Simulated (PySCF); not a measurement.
## Run report: WO$_{2}$ (charge −1), single-point calculation

- system: WO$_{2}$, charge −1, multiplicity 4
- method: UHF/sbkjc, mp2 (PySCF 2.14.0)

Some settings of this run were made unusual or wrong on purpose.

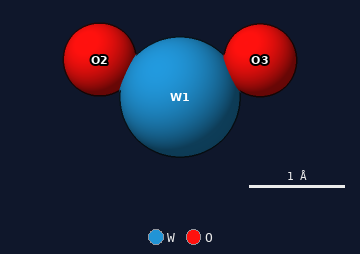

Fig. 1: The input geometry (ball-and-stick view, seen on its broad side; atoms are numbered from 1 in the order of the input). Sticks mark near contacts. Bond lengths as drawn: O–W 0.94 Å.

## What the run reported

- outcome: converged
- SCF energy: −91.771047 hartree
- ⟨S²⟩: 4.095
- hardware: 1 CPU thread, shared host
- wall time: 2.2 s

## Diagnosis

Some settings of this run were drawn to be unusual or wrong. It converged; results that depend on the unusual settings are not reference values.

## Input
```python
from pyscf import gto, scf, mp

mol = gto.M(
    atom='W -0.0007 0.1088 0; O 0.004 -0.629 1.608; O 0.004 -0.629 -1.608',
    basis='sbkjc',
    ecp={'W': 'sbkjc', 'O': 'sbkjc'},
    charge=-1,
    spin=3,
    unit='bohr',
    symmetry=True,
    verbose=4,
)
mf = scf.UHF(mol)
mf.level_shift = 0.3
mf.kernel()
mp.MP2(mf).kernel()
mf.dip_moment()
print('orbital energies (hartree):', [e[max(0, n-3):n+3].round(4) for e, n in zip(mf.mo_energy, mol.nelec)])
```

Run as:
```bash
OMP_NUM_THREADS=1 python input.py
```

## The program's output
```
PySCF version 2.14.0

[INPUT] verbose = 4
[INPUT] num. atoms = 3
[INPUT] num. electrons = 27
[INPUT] charge = -1
[INPUT] spin (= nelec alpha-beta = 2S) = 3
[INPUT] symmetry True subgroup None
[INPUT] Mole.unit = bohr
[INPUT] Symbol           X                Y                Z      unit          X                Y                Z       unit  Magmom
[INPUT]  1 W     -0.000370424048   0.057574480548   0.000000000000 AA   -0.000700000000   0.108800000000   0.000000000000 Bohr   0.0
[INPUT]  2 O      0.002116708844  -0.332852465669   0.850916955159 AA    0.004000000000  -0.629000000000   1.608000000000 Bohr   0.0
[INPUT]  3 O      0.002116708844  -0.332852465669  -0.850916955159 AA    0.004000000000  -0.629000000000  -1.608000000000 Bohr   0.0

nuclear repulsion = 106.152714377529
point group symmetry = C2v
symmetry origin: [ 0.00013556 -0.02236444  0.        ]
symmetry axis x: [-9.99979710e-01 -6.37016080e-03 -6.09776959e-19]
symmetry axis y: [ 0.00000000e+00 -9.57239509e-17  1.00000000e+00]
symmetry axis z: [ 6.37016080e-03 -9.99979710e-01 -9.57220087e-17]
num. orbitals of irrep A1 = 20
num. orbitals of irrep A2 = 5
num. orbitals of irrep B1 = 9
num. orbitals of irrep B2 = 13
number of shells = 19
number of NR pGTOs = 85
number of NR cGTOs = 47
basis = sbkjc
ecp = {'W': 'sbkjc', 'O': 'sbkjc'}

******** <class 'pyscf.scf.uhf_symm.SymAdaptedUHF'> ********
method = SymAdaptedUHF
initial guess = minao
damping factor = 0
level_shift factor = 0.3
DIIS = <class 'pyscf.scf.diis.CDIIS'>
diis_start_cycle = 1
diis_space = 8
diis_damp = 0
SCF conv_tol = 1e-09
SCF conv_tol_grad = None
SCF max_cycles = 50
direct_scf = True
direct_scf_tol = 1e-13
number electrons alpha = 15  beta = 12
Freeze 0 electrons in irreps []
    27 free electrons in irreps A1 A2 B1 B2
Set gradient conv threshold to 3.16228e-05
init E= -97.771713605663
alpha HOMO (A1) = 0.402265442466147  LUMO (A1) = 0.474446928851257
beta  HOMO (A1) = 0.377833156843338  LUMO (B1) = 0.38429925300976

WARN: HOMO 0.402265442466147 >= LUMO 0.38429925300976

WARN: alpha-A1 HOMO 0.402265442466147 > system LUMO 0.38429925300976

WARN: alpha-B1 HOMO 0.38429925300976 > system LUMO 0.38429925300976

WARN: alpha-B2 HOMO 0.395188118807418 > system LUMO 0.38429925300976

WARN: beta-A1 LUMO 0.402265442466147 < system HOMO 0.402265442466147

WARN: beta-B1 LUMO 0.38429925300976 < system HOMO 0.402265442466147

WARN: beta-B2 LUMO 0.395188118807418 < system HOMO 0.402265442466147

cycle= 1 E= -89.2101508844909  delta_E= 8.56  |g|= 1.93  |ddm|= 11.9
alpha HOMO (A1) = -0.287086216920775  LUMO (A1) = -0.165436519576908
beta  HOMO (B1) = -0.501197573330577  LUMO (B2) = -0.433234598335719

WARN: HOMO -0.287086216920775 >= LUMO -0.433234598335719

WARN: alpha-A1 HOMO -0.287086216920775 > system LUMO -0.433234598335719

WARN: beta-A1 LUMO -0.420614177281776 < system HOMO -0.287086216920775

WARN: beta-B2 LUMO -0.433234598335719 < system HOMO -0.287086216920775

cycle= 2 E= -90.6615878860347  delta_E= -1.45  |g|= 1.15  |ddm|=   11
alpha HOMO (A1) = 0.12886111684046  LUMO (A1) = 0.426012418375711
beta  HOMO (B1) = 0.0755141309834433  LUMO (A1) = 0.432514667847086
  HOMO = 0.12886111684  LUMO = 0.426012418376  gap/eV = 8.08590
cycle= 3 E= -91.4093565517226  delta_E= -0.748  |g|= 0.48  |ddm|=  2.5
alpha HOMO (A1) = 0.110837898604958  LUMO (B2) = 0.512824976929847
beta  HOMO (B1) = 0.103952236955495  LUMO (A1) = 0.515042016762241
  HOMO = 0.110837898605  LUMO = 0.51282497693  gap/eV = 10.93863
cycle= 4 E= -91.649064775314  delta_E= -0.24  |g|= 0.164  |ddm|= 1.24
alpha HOMO (A1) = 0.04925974321357  LUMO (B2) = 0.518621455799127
beta  HOMO (B1) = 0.0187973125292009  LUMO (A1) = 0.51743860564525
  HOMO = 0.0492597432136  LUMO = 0.517438605645  gap/eV = 12.73980
cycle= 5 E= -91.713078046008  delta_E= -0.064  |g|= 0.106  |ddm|= 0.651
alpha HOMO (A1) = 0.0092484322792874  LUMO (B2) = 0.507785342039399
beta  HOMO (B1) = -0.0334043785928548  LUMO (A1) = 0.510928354087976
  HOMO = 0.00924843227929  LUMO = 0.507785342039  gap/eV = 13.56588
cycle= 6 E= -91.7412335627021  delta_E= -0.0282  |g|= 0.0694  |ddm|= 0.473
alpha HOMO (A1) = -0.0185438845762418  LUMO (B2) = 0.49608541778812
beta  HOMO (B1) = -0.081393625248483  LUMO (A1) = 0.5042105496429
  HOMO = -0.0185438845762  LUMO = 0.496085417788  gap/eV = 14.00378
cycle= 7 E= -91.7573216636752  delta_E= -0.0161  |g|= 0.0444  |ddm|= 0.509
alpha HOMO (A1) = -0.0203857059887955  LUMO (B2) = 0.496878321110906
beta  HOMO (B1) = -0.0822055930271071  LUMO (A1) = 0.505286112356499
  HOMO = -0.0203857059888  LUMO = 0.496878321111  gap/eV = 14.07547
cycle= 8 E= -91.7636503879518  delta_E= -0.00633  |g|= 0.0338  |ddm|= 0.305
alpha HOMO (A1) = -0.012046931430616  LUMO (B2) = 0.500252148200517
beta  HOMO (B1) = -0.0797726756109216  LUMO (A1) = 0.508070474824994
  HOMO = -0.0120469314306  LUMO = 0.500252148201  gap/eV = 13.94037
cycle= 9 E= -91.767650002137  delta_E= -0.004  |g|= 0.0181  |ddm|= 0.255
alpha HOMO (A1) = -0.0152417558595612  LUMO (B2) = 0.49889245475823
beta  HOMO (B1) = -0.0871143266918444  LUMO (A1) = 0.506723079394981
  HOMO = -0.0152417558596  LUMO = 0.498892454758  gap/eV = 13.99030
cycle= 10 E= -91.7692757009666  delta_E= -0.00163  |g|= 0.0126  |ddm|= 0.173
alpha HOMO (A1) = -0.0136435196857727  LUMO (B2) = 0.49827274933919
beta  HOMO (B1) = -0.091536943544543  LUMO (A1) = 0.50621363837057
  HOMO = -0.0136435196858  LUMO = 0.498272749339  gap/eV = 13.92995
cycle= 11 E= -91.7701529307199  delta_E= -0.000877  |g|= 0.00847  |ddm|= 0.149
alpha HOMO (A1) = -0.0153535852740925  LUMO (B2) = 0.497393972206775
beta  HOMO (B1) = -0.0966800844523208  LUMO (A1) = 0.505673718322127
  HOMO = -0.0153535852741  LUMO = 0.497393972207  gap/eV = 13.95257
cycle= 12 E= -91.7706031026418  delta_E= -0.00045  |g|= 0.00589  |ddm|= 0.111
alpha HOMO (A1) = -0.0149239417989921  LUMO (B2) = 0.497071203587641
beta  HOMO (B1) = -0.0989919012460283  LUMO (A1) = 0.50562730790455
  HOMO = -0.014923941799  LUMO = 0.497071203588  gap/eV = 13.93210
cycle= 13 E= -91.7708130683288  delta_E= -0.00021  |g|= 0.00407  |ddm|= 0.0701
alpha HOMO (A1) = -0.0149631355416764  LUMO (B2) = 0.496770035657728
beta  HOMO (B1) = -0.100897386854901  LUMO (A1) = 0.505422522267155
  HOMO = -0.0149631355417  LUMO = 0.496770035658  gap/eV = 13.92497
cycle= 14 E= -91.7709200187648  delta_E= -0.000107  |g|= 0.00286  |ddm|= 0.0415
alpha HOMO (A1) = -0.015504289113272  LUMO (B2) = 0.496388747959923
beta  HOMO (B1) = -0.102971874864017  LUMO (A1) = 0.505150919333047
  HOMO = -0.0155042891133  LUMO = 0.49638874796  gap/eV = 13.92932
cycle= 15 E= -91.7709794974169  delta_E= -5.95e-05  |g|= 0.00208  |ddm|= 0.0271
alpha HOMO (A1) = -0.0157590652623121  LUMO (B2) = 0.496124523864172
beta  HOMO (B1) = -0.104451944228606  LUMO (A1) = 0.50501898574192
  HOMO = -0.0157590652623  LUMO = 0.496124523864  gap/eV = 13.92906
cycle= 16 E= -91.771014120048  delta_E= -3.46e-05  |g|= 0.00158  |ddm|= 0.0209
alpha HOMO (A1) = -0.0158475571786756  LUMO (B2) = 0.496002672346463
beta  HOMO (B1) = -0.105281447793455  LUMO (A1) = 0.504960594315444
  HOMO = -0.0158475571787  LUMO = 0.496002672346  gap/eV = 13.92815
cycle= 17 E= -91.7710318307794  delta_E= -1.77e-05  |g|= 0.00122  |ddm|= 0.0158
alpha HOMO (A1) = -0.015969861049836  LUMO (B2) = 0.495893504595128
beta  HOMO (B1) = -0.106050253022143  LUMO (A1) = 0.504871167415505
  HOMO = -0.0159698610498  LUMO = 0.495893504595  gap/eV = 13.92851
cycle= 18 E= -91.7710412495945  delta_E= -9.42e-06  |g|= 0.000975  |ddm|= 0.0143
alpha HOMO (A1) = -0.0160129206497199  LUMO (B2) = 0.495886575691991
beta  HOMO (B1) = -0.106148067248168  LUMO (A1) = 0.504865321067031
  HOMO = -0.0160129206497  LUMO = 0.495886575692  gap/eV = 13.92949
cycle= 19 E= -91.7710446163367  delta_E= -3.37e-06  |g|= 0.000693  |ddm|= 0.00837
alpha HOMO (A1) = -0.016007567338141  LUMO (B2) = 0.495889174363188
beta  HOMO (B1) = -0.106129067481925  LUMO (A1) = 0.504823655330267
  HOMO = -0.0160075673381  LUMO = 0.495889174363  gap/eV = 13.92942
cycle= 20 E= -91.7710460872373  delta_E= -1.47e-06  |g|= 0.000452  |ddm|= 0.00479
alpha HOMO (A1) = -0.0160075978016074  LUMO (B2) = 0.495900417986511
beta  HOMO (B1) = -0.106027701581777  LUMO (A1) = 0.504826157769153
  HOMO = -0.0160075978016  LUMO = 0.495900417987  gap/eV = 13.92973
cycle= 21 E= -91.7710467451595  delta_E= -6.58e-07  |g|= 0.000263  |ddm|= 0.00291
alpha HOMO (A1) = -0.0160151527829608  LUMO (B2) = 0.495893714296699
beta  HOMO (B1) = -0.106025884178085  LUMO (A1) = 0.504811419504807
  HOMO = -0.016015152783  LUMO = 0.495893714297  gap/eV = 13.92975
cycle= 22 E= -91.7710470158389  delta_E= -2.71e-07  |g|= 0.000171  |ddm|= 0.00178
alpha HOMO (A1) = -0.0160231743609369  LUMO (B2) = 0.495886765142591
beta  HOMO (B1) = -0.106023709250221  LUMO (A1) = 0.504795896486098
  HOMO = -0.0160231743609  LUMO = 0.495886765143  gap/eV = 13.92978
cycle= 23 E= -91.7710471455884  delta_E= -1.3e-07  |g|= 0.000112  |ddm|= 0.00129
alpha HOMO (A1) = -0.0160296539609259  LUMO (B2) = 0.495888500266646
beta  HOMO (B1) = -0.106001668149988  LUMO (A1) = 0.504796527055976
  HOMO = -0.0160296539609  LUMO = 0.495888500267  gap/eV = 13.93000
cycle= 24 E= -91.7710472017786  delta_E= -5.62e-08  |g|= 6.79e-05  |ddm|= 0.000964
alpha HOMO (A1) = -0.0160298396610141  LUMO (B2) = 0.495887896085991
beta  HOMO (B1) = -0.105993555758082  LUMO (A1) = 0.504794405097766
  HOMO = -0.016029839661  LUMO = 0.495887896086  gap/eV = 13.92999
cycle= 25 E= -91.77104722126  delta_E= -1.95e-08  |g|= 4.15e-05  |ddm|= 0.000601
alpha HOMO (A1) = -0.0160296678691134  LUMO (B2) = 0.495888425265759
beta  HOMO (B1) = -0.105982276931391  LUMO (A1) = 0.504793786038984
  HOMO = -0.0160296678691  LUMO = 0.495888425266  gap/eV = 13.93000
cycle= 26 E= -91.7710472278742  delta_E= -6.61e-09  |g|= 2.4e-05  |ddm|= 0.000337
alpha HOMO (A1) = -0.0160279630917435  LUMO (B2) = 0.495889100563132
beta  HOMO (B1) = -0.105975155060744  LUMO (A1) = 0.504793920460526
  HOMO = -0.0160279630917  LUMO = 0.495889100563  gap/eV = 13.92997
cycle= 27 E= -91.7710472299223  delta_E= -2.05e-09  |g|= 1.31e-05  |ddm|= 0.000166
alpha HOMO (A1) = -0.0160270416143673  LUMO (B2) = 0.49588972052018
beta  HOMO (B1) = -0.105970577477887  LUMO (A1) = 0.504794262521231
  HOMO = -0.0160270416144  LUMO = 0.49588972052  gap/eV = 13.92996
cycle= 28 E= -91.7710472306121  delta_E= -6.9e-10  |g|= 7.46e-06  |ddm|= 9.06e-05
```

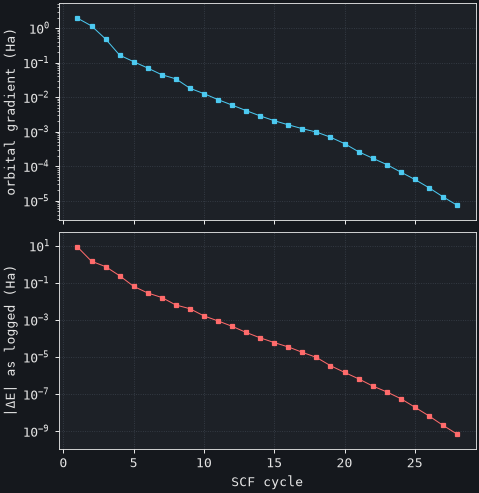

Fig. 2: Convergence of the self-consistent field: orbital gradient and size of the energy change against the SCF cycle. The residual falls at every step.

```
alpha HOMO (A1) = -0.0160270756840557  LUMO (B2) = 0.195889717467459
beta  HOMO (B1) = -0.105972523649953  LUMO (A1) = 0.204794669902799
  HOMO = -0.0160270756841  LUMO = 0.195889717467  gap/eV = 5.76655
Extra cycle  E= -91.7710472308471  delta_E= -2.35e-10  |g|= 4.21e-06  |ddm|= 6.71e-05
converged SCF energy = -91.7710472308471  <S^2> = 4.0950891  2S+1 = 4.1689755

******** <class 'pyscf.mp.ump2.UMP2'> ********
nocc = (np.int64(15), np.int64(12)), nmo = (47, 47)
E(UMP2) = -92.0289783117792  E_corr = -0.257931080932073
E(SCS-UMP2) = -92.0076337405143  E_corr = -0.236586509667188
E_corr(same-spin) = -0.0841509085976528
E_corr(oppo-spin) = -0.17378017233442

WARN: System has nonzero charge -1; the dipole moment is origin-dependent.
Location of origin: [0. 0. 0.]

Dipole moment(X, Y, Z, Debye):  0.00087, -0.13421,  0.00000
orbital energies (hartree): [array([-0.0702, -0.0525, -0.016 ,  0.1959,  0.2188,  0.2459]), array([-0.6966, -0.4331, -0.106 ,  0.2048,  0.2141,  0.2242])]
```
